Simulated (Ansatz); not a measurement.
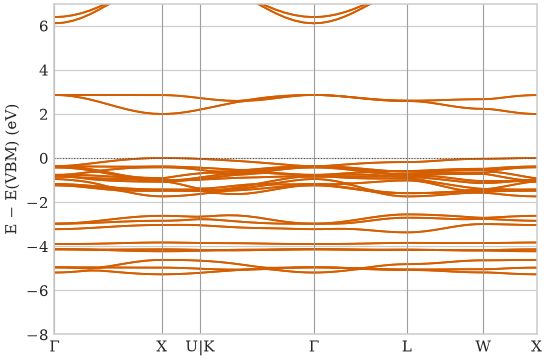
Figure: Band structure from plane-wave PAW r²SCAN with spin–orbit coupling (Ansatz code)

### Question
Read off the gap and where the band edges lie.

### Answer
About 2.0 eV (1.99 eV by a search for the band edges); maximum at X, minimum at X.

The material is Rb₂PtCl₆ in space group Fm-3m (No. 225; Rb on 8c, Pt on 4a, Cl on 24e).

The first step of the workflow began from a Materials Project structure, measured or hypothetical; the Crystallography Open Database files this formula in space group No. 225, but the cells were not matched. Its standing as an ambient phase is unchecked. Symmetry was held in the r²SCAN relaxation; its stability against distortions is not shown here. The run is not spin-polarised.

Potentials: the later of the program's two PAW sets.
